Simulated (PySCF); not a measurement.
# C₂H₅BF₂OS: NMR shifts at several levels of theory

How much do the NMR shifts of C₂H₅BF₂OS (`CSBOC(F)F`) depend on the level of theory, and what does each level cost?

Computed with PySCF 2.14.0, with density-fitted response routines of our own, on a single molecule in the gas phase. Atoms are numbered from 0 throughout.

### 1 The molecule as given

12 atoms, charge 0, multiplicity 1; geometry from: PBE0-D3(BJ)/def2-SVP.

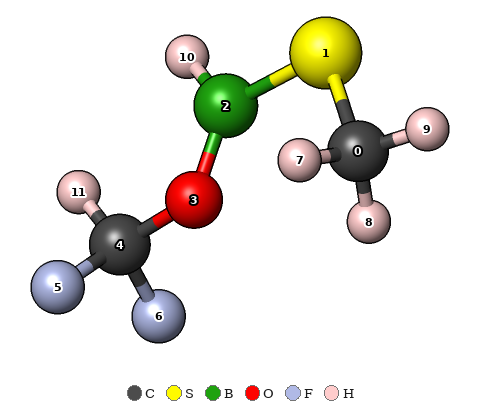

The starting geometry (carbon dark grey, sulfur yellow, boron green, oxygen red, fluorine light blue, hydrogen pink), atoms numbered.

### 2 Shielding tensors: PBE0/6-31G*

The job: settings as JSON, then the geometry in Å.

```
{"job": {"kind": "nmr", "xc": "PBE0", "basis": "6-31G*", "pop": true}, "charge": 0, "multiplicity": 1}
C      2.248985    -0.019446     0.472824
S      1.259412     1.333316     1.177006
B     -0.395335     0.905401     0.686155
O     -0.623825    -0.221223    -0.054080
C     -1.868290    -0.567461    -0.490222
F     -2.053270    -1.867584    -0.249751
F     -1.935252    -0.383262    -1.814238
H      2.056355    -0.956903     1.010533
H      2.017448    -0.155875    -0.590881
H      3.304338     0.257240     0.589252
H     -1.302505     1.628727     1.021571
H     -2.666967     0.017975    -0.001366
```

Method: GIAO PBE0/6-31G* NMR shielding, non-relativistic, gas phase.

Launch:

```console
> OMP_NUM_THREADS=1 python probes_run.py task.json out
```

This one command runs all jobs of the session in turn.

The program printed:

```text
coarse grid: 11240 points
cycle   1  E = -776.5875253083  dE =  9.579e-01  |g| = 8.659e-01  |ddm| = 3.274e+00
cycle   2  E = -776.4697816350  dE =  1.177e-01  |g| = 1.223e+00  |ddm| = 1.281e+00
cycle   3  E = -776.7210592733  dE = -2.513e-01  |g| = 5.232e-02  |ddm| = 7.663e-01
cycle   4  E = -776.7214090084  dE = -3.497e-04  |g| = 4.050e-02  |ddm| = 9.173e-02
cycle   5  E = -776.7217400371  dE = -3.310e-04  |g| = 8.450e-03  |ddm| = 3.742e-02
cycle   6  E = -776.7217544032  dE = -1.437e-05  |g| = 1.478e-03  |ddm| = 9.315e-03
cycle   7  E = -776.7217549407  dE = -5.376e-07  |g| = 3.616e-04  |ddm| = 1.942e-03
final grid: 106648 points
cycle   8  E = -776.6834693232  dE = -1.876e-05  |g| = 9.503e-03  |ddm| = 2.207e-02
cycle   9  E = -776.6834581054  dE =  1.122e-05  |g| = 1.216e-02  |ddm| = 1.683e-02
cycle  10  E = -776.6834895511  dE = -3.145e-05  |g| = 4.341e-04  |ddm| = 9.383e-03
cycle  11  E = -776.6834895877  dE = -3.661e-08  |g| = 1.661e-04  |ddm| = 5.120e-04
cycle  12  E = -776.6834895936  dE = -5.867e-09  |g| = 4.241e-05  |ddm| = 2.059e-04
cycle  13  E = -776.6834895940  dE = -4.620e-10  |g| = 1.737e-05  |ddm| = 6.436e-05
converged SCF energy = -776.6834895940

GIAO shielding tensors (ppm)
atom      isotropic    diamagn.    paramagn.     s11        s22        s33       span
  0 C      182.038     252.736     -70.698    173.819    177.016    195.278     21.459
  1 S      572.873    1057.559    -484.686    375.905    632.312    710.402    334.497
  2 B       70.545     199.153    -128.608     21.896     81.906    107.833     85.937
  3 O      131.469     397.143    -265.673     51.499     67.396    275.513    224.014
  4 C       76.986     234.845    -157.858     65.005     79.521     86.432     21.426
  5 F      289.142     469.658    -180.516    215.209    302.309    349.909    134.701
  6 F      281.354     470.365    -189.011    204.168    293.699    346.195    142.027
  7 H       29.855      30.652      -0.797     25.145     27.777     36.644     11.499
  8 H       29.615      31.243      -1.628     24.424     28.733     35.689     11.265
  9 H       30.405      29.266       1.139     25.113     27.936     38.167     13.054
 10 H       26.299      29.553      -3.254     24.565     25.816     28.517      3.952
 11 H       25.708      25.918      -0.210     23.137     24.335     29.651      6.514
```

Run time: 8.5 s. Hardware: 1 thread of Arm Neoverse V2, shared host; peak memory 0.6 GiB.

The references, computed at this level on geometries of the same kind, shield at (ppm): 1H TMS 31.96, 13C TMS 194.1, 19F CFCl3 198.9, 17O H2O 324.2, 11B BF3·OEt2 112.3, 33S CS2 546. Their shielding less the atom's gives the shift. The references are single molecules in the gas phase, so shifts against H2O, NH3, PH3, H3PO4 or CFCl3 are not on the usual liquid scales and can be off by tens of ppm. Atoms listed in one row are averaged.

```csv
atoms,environment,σ (ppm),δ (ppm)
C4,sp3 CH bonded to 2 F and O,77.0,117.2
C0,methyl carbon bonded to S,182.0,12.1
H11,hydrogen on an sp3 CH bonded to 2 F and O,25.71,6.26
H10,"hydrogen on a boron bonded to O, S",26.30,5.66
"H7, H8, H9",hydrogen on a methyl carbon bonded to S,29.96,2.00
S1,"sulfur bonded to C, B",573,-27
B2,"boron bonded to O, S, H",70.5,41.7
O3,"oxygen bonded to C, B",131.5,192.7
"F5, F6",fluorine of a CF2 group,285.2,-86.3
```

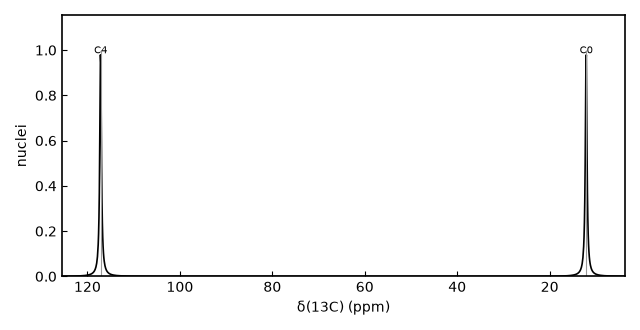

13C lines at the computed shifts, without couplings. Lines are broadened to a width of 0.42 ppm (Lorentzian).

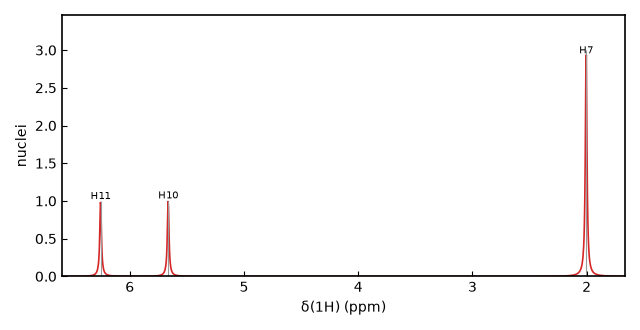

1H lines at the computed shifts, without couplings. Lines are broadened to a width of 0.02 ppm (Lorentzian).

Charges from the same density, by scheme (e):

```
 atoms  Mulliken    IAO  Hirshfeld  ESP fit
    C0     -0.69  -0.50      -0.09    -0.30
    S1      0.03   0.11      -0.05    -0.21
    B2      0.18   0.09       0.13     0.24
    O3     -0.41  -0.38      -0.16    -0.16
    C4      0.67   0.63       0.21     0.25
F5, F6     -0.30  -0.28      -0.10    -0.15
```

ESP fit charges:

```csv
atom,value (e)
C0,-0.30
S1,-0.21
B2,0.24
O3,-0.16
C4,0.25
F5,-0.15
F6,-0.14
H7,0.13
H8,0.12
H9,0.17
H10,-0.06
H11,0.10
```

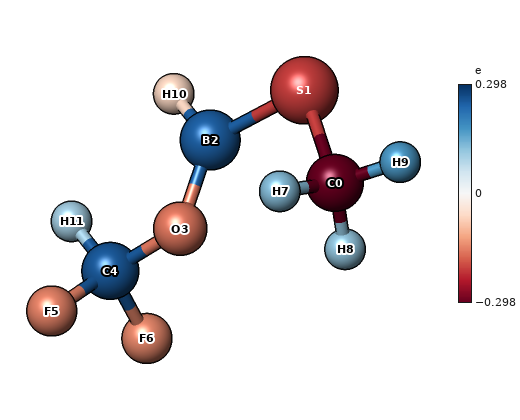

ESP fit charges, as colours on the atoms.

Mayer bond orders: C0–S1 0.97, S1–B2 1.28, B2–O3 1.14, O3–C4 0.97, C4–F5 0.99, C4–F6 0.98.

### 3 NMR shieldings: PBE0/6-311+G(2d,p)

Same as in step 2 but for these lines:

```diff
@@ -1,2 +1,2 @@
-{"job": {"kind": "nmr", "xc": "PBE0", "basis": "6-31G*", "pop": true}, "charge": 0, "multiplicity": 1}
+{"job": {"kind": "nmr", "xc": "PBE0", "basis": "6-311+G(2d,p)", "pop": true}, "charge": 0, "multiplicity": 1}
 C      2.248985    -0.019446     0.472824
```

Level: GIAO PBE0/6-311+G(2d,p) NMR shielding, non-relativistic, gas phase.

The program printed:

```text
coarse grid: 11240 points
cycle   1  E = -776.7038317528  dE =  9.563e-01  |g| = 8.792e-01  |ddm| = 3.014e+00
cycle   2  E = -776.5724861448  dE =  1.313e-01  |g| = 1.281e+00  |ddm| = 1.125e+00
cycle   3  E = -776.8303750853  dE = -2.579e-01  |g| = 6.836e-02  |ddm| = 6.681e-01
cycle   4  E = -776.8308294689  dE = -4.544e-04  |g| = 5.473e-02  |ddm| = 1.018e-01
cycle   5  E = -776.8313924237  dE = -5.630e-04  |g| = 1.074e-02  |ddm| = 4.018e-02
cycle   6  E = -776.8314104170  dE = -1.799e-05  |g| = 2.909e-03  |ddm| = 8.746e-03
cycle   7  E = -776.8314117940  dE = -1.377e-06  |g| = 5.457e-04  |ddm| = 2.211e-03
final grid: 106648 points
cycle   8  E = -776.8456021527  dE = -5.564e-05  |g| = 9.731e-03  |ddm| = 4.957e-02
cycle   9  E = -776.8455912531  dE =  1.090e-05  |g| = 1.204e-02  |ddm| = 1.348e-02
cycle  10  E = -776.8456193873  dE = -2.813e-05  |g| = 8.964e-04  |ddm| = 8.011e-03
cycle  11  E = -776.8456194900  dE = -1.026e-07  |g| = 3.903e-04  |ddm| = 7.538e-04
cycle  12  E = -776.8456195213  dE = -3.139e-08  |g| = 9.891e-05  |ddm| = 3.830e-04
cycle  13  E = -776.8456195232  dE = -1.868e-09  |g| = 2.817e-05  |ddm| = 8.568e-05
cycle  14  E = -776.8456195233  dE = -1.360e-10  |g| = 5.720e-06  |ddm| = 2.268e-05
converged SCF energy = -776.8456195233

GIAO shielding tensors (ppm)
atom      isotropic    diamagn.    paramagn.     s11        s22        s33       span
  0 C      173.441     247.488     -74.047    163.428    168.304    188.591     25.163
  1 S      518.823    1054.727    -535.904    301.784    590.632    664.052    362.268
  2 B       59.350     190.266    -130.916      8.703     70.242     99.105     90.402
  3 O      106.248     395.242    -288.993     29.520     37.694    251.531    222.012
  4 C       65.406     244.453    -179.047     54.835     66.561     74.822     19.987
  5 F      269.868     460.126    -190.257    183.914    286.057    339.633    155.718
  6 F      263.330     461.833    -198.503    175.235    277.269    337.486    162.251
  7 H       29.264      30.717      -1.454     24.588     26.989     36.214     11.625
  8 H       28.966      31.328      -2.362     24.020     27.777     35.103     11.083
  9 H       29.773      28.292       1.481     24.511     27.469     37.340     12.829
 10 H       25.848      28.738      -2.890     24.092     25.099     28.354      4.262
 11 H       25.053      28.225      -3.172     22.825     23.905     28.429      5.603
```

It took 23 s on 1 thread of Arm Neoverse V2, shared host; peak memory 1 GiB.

Key values: δ C4 121.0, C0 13.0, S1 -12, B2 43.1, H11 6.46, H10 5.66 ppm.

### 4 Shielding tensors: PBE0/def2-SVP

Same as in step 3 but for these lines:

```diff
@@ -1,2 +1,2 @@
-{"job": {"kind": "nmr", "xc": "PBE0", "basis": "6-311+G(2d,p)", "pop": true}, "charge": 0, "multiplicity": 1}
+{"job": {"kind": "nmr", "xc": "PBE0", "basis": "def2-SVP", "pop": true}, "charge": 0, "multiplicity": 1}
 C      2.248985    -0.019446     0.472824
```

With the program's defaults for keys left out, this is: GIAO PBE0/def2-SVP NMR shielding, non-relativistic, gas phase.

The program printed:

```text
coarse grid: 11240 points
cycle   1  E = -776.0797028265  dE =  9.094e-01  |g| = 8.578e-01  |ddm| = 3.521e+00
cycle   2  E = -775.9676776701  dE =  1.120e-01  |g| = 1.198e+00  |ddm| = 1.365e+00
cycle   3  E = -776.2103204029  dE = -2.426e-01  |g| = 5.660e-02  |ddm| = 8.096e-01
cycle   4  E = -776.2106955516  dE = -3.751e-04  |g| = 4.219e-02  |ddm| = 9.252e-02
cycle   5  E = -776.2110525012  dE = -3.569e-04  |g| = 8.611e-03  |ddm| = 3.903e-02
cycle   6  E = -776.2110662668  dE = -1.377e-05  |g| = 1.643e-03  |ddm| = 8.860e-03
cycle   7  E = -776.2110668620  dE = -5.952e-07  |g| = 3.603e-04  |ddm| = 1.960e-03
final grid: 106648 points
cycle   8  E = -776.3036862163  dE = -2.807e-05  |g| = 8.997e-03  |ddm| = 2.614e-02
cycle   9  E = -776.3036759443  dE =  1.027e-05  |g| = 1.153e-02  |ddm| = 1.616e-02
cycle  10  E = -776.3037038102  dE = -2.787e-05  |g| = 5.613e-04  |ddm| = 9.028e-03
cycle  11  E = -776.3037038653  dE = -5.510e-08  |g| = 2.547e-04  |ddm| = 7.236e-04
cycle  12  E = -776.3037038798  dE = -1.453e-08  |g| = 5.887e-05  |ddm| = 2.727e-04
cycle  13  E = -776.3037038804  dE = -5.923e-10  |g| = 1.909e-05  |ddm| = 5.054e-05
converged SCF energy = -776.3037038804

GIAO shielding tensors (ppm)
atom      isotropic    diamagn.    paramagn.     s11        s22        s33       span
  0 C      181.592     246.375     -64.783    172.155    176.426    196.195     24.040
  1 S      584.727    1056.670    -471.943    386.424    666.634    701.122    314.698
  2 B       67.948     200.485    -132.537     16.221     80.015    107.607     91.386
  3 O      131.705     394.082    -262.377     53.373     62.860    278.881    225.508
  4 C       75.135     238.500    -163.365     62.333     77.211     85.860     23.526
  5 F      291.663     468.547    -176.884    216.583    308.975    349.430    132.847
  6 F      284.589     469.600    -185.011    206.562    299.289    347.918    141.356
  7 H       29.265      30.425      -1.160     24.472     26.891     36.433     11.961
  8 H       28.979      31.208      -2.229     23.704     27.788     35.445     11.741
  9 H       29.789      28.652       1.137     24.189     27.362     37.815     13.625
 10 H       25.828      30.888      -5.060     24.272     24.835     28.378      4.106
 11 H       25.497      27.553      -2.056     23.068     24.312     29.111      6.043
```

It took 9 s on 1 thread of Arm Neoverse V2, shared host; peak memory 0.64 GiB.

In short: δ C4 118.6, C0 12.1, S1 -17, B2 42.7, H11 5.85, H10 5.51 ppm.

### 5 NMR shieldings: PBE0/def2-TZVP

Same as in step 4 but for these lines:

```diff
@@ -1,2 +1,2 @@
-{"job": {"kind": "nmr", "xc": "PBE0", "basis": "def2-SVP", "pop": true}, "charge": 0, "multiplicity": 1}
+{"job": {"kind": "nmr", "xc": "PBE0", "basis": "def2-TZVP", "pop": true}, "charge": 0, "multiplicity": 1}
 C      2.248985    -0.019446     0.472824
```

Method: GIAO PBE0/def2-TZVP NMR shielding, non-relativistic, gas phase.

The program printed:

```text
coarse grid: 11240 points
cycle   1  E = -776.7544382932  dE =  9.552e-01  |g| = 8.833e-01  |ddm| = 2.617e+00
cycle   2  E = -776.6230698725  dE =  1.314e-01  |g| = 1.290e+00  |ddm| = 9.974e-01
cycle   3  E = -776.8818028477  dE = -2.587e-01  |g| = 6.535e-02  |ddm| = 5.773e-01
cycle   4  E = -776.8822297312  dE = -4.269e-04  |g| = 5.334e-02  |ddm| = 7.734e-02
cycle   5  E = -776.8827623894  dE = -5.327e-04  |g| = 1.051e-02  |ddm| = 3.191e-02
cycle   6  E = -776.8827806689  dE = -1.828e-05  |g| = 2.528e-03  |ddm| = 7.667e-03
cycle   7  E = -776.8827817170  dE = -1.048e-06  |g| = 5.491e-04  |ddm| = 1.891e-03
final grid: 106648 points
cycle   8  E = -776.8862589412  dE = -8.054e-05  |g| = 9.608e-03  |ddm| = 5.059e-02
cycle   9  E = -776.8862486470  dE =  1.029e-05  |g| = 1.181e-02  |ddm| = 1.140e-02
cycle  10  E = -776.8862758362  dE = -2.719e-05  |g| = 8.704e-04  |ddm| = 6.618e-03
cycle  11  E = -776.8862759338  dE = -9.760e-08  |g| = 3.565e-04  |ddm| = 6.326e-04
cycle  12  E = -776.8862759592  dE = -2.546e-08  |g| = 1.057e-04  |ddm| = 2.806e-04
cycle  13  E = -776.8862759615  dE = -2.260e-09  |g| = 2.899e-05  |ddm| = 6.816e-05
cycle  14  E = -776.8862759616  dE = -1.373e-10  |g| = 6.087e-06  |ddm| = 1.977e-05
converged SCF energy = -776.8862759616

GIAO shielding tensors (ppm)
atom      isotropic    diamagn.    paramagn.     s11        s22        s33       span
  0 C      173.843     247.098     -73.255    164.624    168.427    188.479     23.855
  1 S      501.556    1053.993    -552.437    282.638    570.502    651.529    368.891
  2 B       58.552     196.875    -138.322      6.186     69.656     99.815     93.628
  3 O      105.751     390.748    -284.997     26.617     35.539    255.097    228.479
  4 C       62.282     237.994    -175.712     50.639     64.219     71.987     21.348
  5 F      269.436     466.365    -196.929    183.988    283.785    340.535    156.547
  6 F      262.840     467.268    -204.428    174.330    274.862    339.329    165.000
  7 H       29.329      30.196      -0.866     24.739     27.047     36.203     11.464
  8 H       29.036      30.726      -1.690     24.165     27.819     35.124     10.959
  9 H       29.830      28.457       1.373     24.593     27.525     37.372     12.779
 10 H       25.733      30.022      -4.288     24.062     24.886     28.252      4.190
 11 H       25.091      27.866      -2.775     22.994     23.922     28.357      5.363
```

Wall time 28 s (1 thread of Arm Neoverse V2, shared host); peak memory 0.98 GiB.

This run: δ C4 124.4, C0 12.8, S1 -9, B2 44.1, H11 6.39, H10 5.75 ppm.

### 6 NMR shieldings: PBE0/cc-pVDZ

Same as in step 5 but for these lines:

```diff
@@ -1,2 +1,2 @@
-{"job": {"kind": "nmr", "xc": "PBE0", "basis": "def2-TZVP", "pop": true}, "charge": 0, "multiplicity": 1}
+{"job": {"kind": "nmr", "xc": "PBE0", "basis": "cc-pVDZ", "pop": true}, "charge": 0, "multiplicity": 1}
 C      2.248985    -0.019446     0.472824
```

Level: GIAO PBE0/cc-pVDZ NMR shielding, non-relativistic, gas phase.

The program printed:

```text
coarse grid: 11240 points
cycle   1  E = -776.5917665504  dE =  9.929e-01  |g| = 8.597e-01  |ddm| = 6.269e+00
cycle   2  E = -776.4753716031  dE =  1.164e-01  |g| = 1.211e+00  |ddm| = 2.596e+00
cycle   3  E = -776.7220734431  dE = -2.467e-01  |g| = 5.696e-02  |ddm| = 1.488e+00
cycle   4  E = -776.7224629898  dE = -3.895e-04  |g| = 4.313e-02  |ddm| = 1.413e-01
cycle   5  E = -776.7228351121  dE = -3.721e-04  |g| = 8.485e-03  |ddm| = 6.249e-02
cycle   6  E = -776.7228490723  dE = -1.396e-05  |g| = 1.605e-03  |ddm| = 1.457e-02
cycle   7  E = -776.7228496829  dE = -6.106e-07  |g| = 4.065e-04  |ddm| = 3.612e-03
final grid: 106648 points
cycle   8  E = -776.7333467149  dE = -2.763e-05  |g| = 9.015e-03  |ddm| = 5.317e-02
cycle   9  E = -776.7333364796  dE =  1.024e-05  |g| = 1.148e-02  |ddm| = 3.181e-02
cycle  10  E = -776.7333651447  dE = -2.867e-05  |g| = 4.464e-04  |ddm| = 1.744e-02
cycle  11  E = -776.7333651817  dE = -3.701e-08  |g| = 1.832e-04  |ddm| = 1.051e-03
cycle  12  E = -776.7333651887  dE = -6.936e-09  |g| = 5.965e-05  |ddm| = 3.432e-04
cycle  13  E = -776.7333651895  dE = -8.331e-10  |g| = 2.025e-05  |ddm| = 1.009e-04
converged SCF energy = -776.7333651895

GIAO shielding tensors (ppm)
atom      isotropic    diamagn.    paramagn.     s11        s22        s33       span
  0 C      183.423     248.038     -64.615    173.943    177.874    198.451     24.507
  1 S      578.542    1059.233    -480.691    383.097    646.702    705.827    322.730
  2 B       70.247     201.634    -131.386     19.596     81.283    109.863     90.268
  3 O      126.504     387.507    -261.003     44.903     57.411    277.198    232.295
  4 C       78.331     241.661    -163.330     65.557     80.475     88.960     23.403
  5 F      287.558     468.437    -180.878    211.827    303.560    347.289    135.463
  6 F      278.980     469.448    -190.468    199.484    292.803    344.651    145.167
  7 H       29.154      30.920      -1.766     24.438     26.839     36.185     11.748
  8 H       28.856      31.780      -2.924     23.693     27.729     35.147     11.454
  9 H       29.678      28.748       0.930     24.236     27.302     37.496     13.259
 10 H       25.722      30.891      -5.169     23.960     24.911     28.295      4.334
 11 H       25.309      27.803      -2.494     22.937     24.066     28.923      5.986
```

Run time: 9.8 s. Hardware: 1 thread of Arm Neoverse V2, shared host; peak memory 0.69 GiB.

In short: δ C4 118.4, C0 13.3, S1 -30, B2 43.6, H11 5.98, H10 5.57 ppm.

### 7 Nuclear shieldings: PBE0/cc-pVTZ

Same as in step 6 but for these lines:

```diff
@@ -1,2 +1,2 @@
-{"job": {"kind": "nmr", "xc": "PBE0", "basis": "cc-pVDZ", "pop": true}, "charge": 0, "multiplicity": 1}
+{"job": {"kind": "nmr", "xc": "PBE0", "basis": "cc-pVTZ", "pop": true}, "charge": 0, "multiplicity": 1}
 C      2.248985    -0.019446     0.472824
```

With the program's defaults for keys left out, this is: GIAO PBE0/cc-pVTZ NMR shielding, non-relativistic, gas phase.

The program printed:

```text
coarse grid: 11240 points
cycle   1  E = -776.7447526908  dE =  9.533e-01  |g| = 8.829e-01  |ddm| = 6.567e+00
cycle   2  E = -776.6163887182  dE =  1.284e-01  |g| = 1.289e+00  |ddm| = 2.301e+00
cycle   3  E = -776.8713735059  dE = -2.550e-01  |g| = 6.358e-02  |ddm| = 1.345e+00
cycle   4  E = -776.8717724135  dE = -3.989e-04  |g| = 5.256e-02  |ddm| = 1.366e-01
cycle   5  E = -776.8722858038  dE = -5.134e-04  |g| = 1.035e-02  |ddm| = 6.419e-02
cycle   6  E = -776.8723037857  dE = -1.798e-05  |g| = 2.173e-03  |ddm| = 1.449e-02
cycle   7  E = -776.8723046244  dE = -8.387e-07  |g| = 5.585e-04  |ddm| = 3.445e-03
final grid: 106648 points
cycle   8  E = -776.8733590959  dE = -8.239e-05  |g| = 9.879e-03  |ddm| = 9.037e-02
cycle   9  E = -776.8733473760  dE =  1.172e-05  |g| = 1.257e-02  |ddm| = 2.897e-02
cycle  10  E = -776.8733777572  dE = -3.038e-05  |g| = 6.902e-04  |ddm| = 1.604e-02
cycle  11  E = -776.8733778172  dE = -6.000e-08  |g| = 3.123e-04  |ddm| = 1.159e-03
cycle  12  E = -776.8733778368  dE = -1.953e-08  |g| = 9.819e-05  |ddm| = 5.037e-04
cycle  13  E = -776.8733778388  dE = -2.000e-09  |g| = 2.890e-05  |ddm| = 1.217e-04
cycle  14  E = -776.8733778389  dE = -1.339e-10  |g| = 5.973e-06  |ddm| = 3.666e-05
converged SCF energy = -776.8733778389

GIAO shielding tensors (ppm)
atom      isotropic    diamagn.    paramagn.     s11        s22        s33       span
  0 C      174.404     244.417     -70.013    164.952    169.185    189.076     24.125
  1 S      543.006    1058.595    -515.589    336.695    610.600    681.723    345.028
  2 B       59.333     197.615    -138.282      7.854     70.268     99.877     92.022
  3 O      108.855     391.803    -282.948     29.775     38.878    257.911    228.136
  4 C       63.701     235.946    -172.245     52.328     65.650     73.125     20.797
  5 F      271.142     468.088    -196.946    187.332    285.439    340.656    153.324
  6 F      264.055     469.024    -204.969    177.371    276.098    338.696    161.324
  7 H       29.104      30.253      -1.149     24.402     26.782     36.127     11.725
  8 H       28.792      30.798      -2.006     23.778     27.576     35.022     11.243
  9 H       29.585      28.927       0.658     24.229     27.220     37.306     13.077
 10 H       25.680      30.014      -4.335     23.967     24.861     28.211      4.243
 11 H       24.942      28.248      -3.306     22.782     23.719     28.326      5.545
```

Wall time 33 s (1 thread of Arm Neoverse V2, shared host); peak memory 1.1 GiB.

Key values: δ C4 123.6, C0 12.9, S1 -18, B2 43.4, H11 6.35, H10 5.61 ppm.

[end of part 1 of 2]
